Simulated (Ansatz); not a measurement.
**H2S2: atomisation energy**

All numbers are computed with the Python package of Ansatz 0.2.0. Level of theory: PBE0+D4/def2-TZVPP.

## 1. The structure

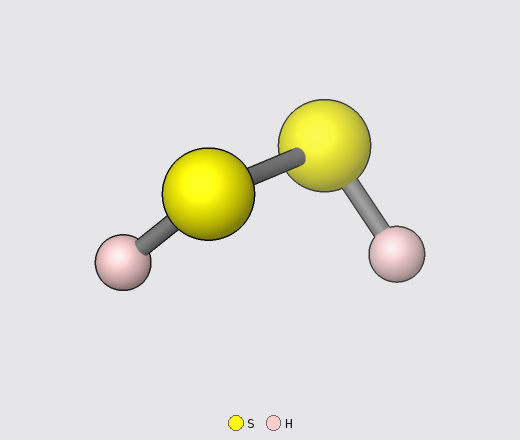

The structure that the script starts from, seen from a chosen angle (sulfur yellow, hydrogen pink).

The script holds or builds the structure itself.

## 2. The script

The input, tae_h2s2.py:

```python
'''Energy to split H2S2 into its atoms.'''

from collections import Counter

import ansatz as az


def single_point(molecule, charge=0, unpaired=0):
    calc = (
        molecule.calculation()
        .basis(gaussian='def2-TZVPP')
        .functional('PBE0', dispersion='d4')
    )
    if charge:
        calc = calc.charge(charge)
    if unpaired:
        calc = calc.spin('collinear', total=unpaired)
    return calc.run(threads=1).report['free_energy_ev']

GEOMETRY = '''
S     0.84860   -0.83130    0.18490
S     0.07260    1.12420    0.02750
H    -0.24320   -1.35710    0.83120
H    -0.62250    1.00390   -1.06390
'''


def main() -> None:
    system = az.Crystal.molecule()
    for line in GEOMETRY.strip().splitlines():
        symbol, *xyz = line.split()
        system = system.atom(symbol, [float(v) for v in xyz])

    # Hund ground states
    unpaired = {'S': 2, 'H': 1}
    counts = Counter(site.symbol for site in system.cartesian_sites)
    atom_energy = {s: single_point(az.Crystal.molecule().atom(s, (0, 0, 0)), 0, unpaired[s]) for s in counts}
    whole = single_point(system, 0, 0)
    for s, e in atom_energy.items():
        print(f'{s:2s} x{counts[s]}  {e:14.5f} eV')
    print(f'H2S2: {whole:.5f} eV')
    split = sum(counts[s] * e for s, e in atom_energy.items()) - whole
    print(f'atomisation energy (no zero-point term): {23.060548 * split:.1f} kcal/mol, {split / sum(counts.values()):.3f} eV an atom')


if __name__ == '__main__':
    main()
```

## 3. The input behind the calls

The engine receives this input (first run):

```yaml
crystal:
  periodic: [false, false, false]
  atoms:
    - { symbol: S, position_ang: [0.0, 0.0, 0.0] }
basis:
  gaussian:
    orbitals: def2-TZVPP
hamiltonian:
  xc: pbe0
  dispersion: d4
magnetization:
  spin_polarized: true
  initial_magnetization: 2.0
```

## 4. The run

The run is started by

```
$ python tae_h2s2.py
```

Q: Estimate wall time and peak memory on 1 thread of Arm Neoverse V2, shared host.

About 2.2 s, with a peak of 0.23 GiB.
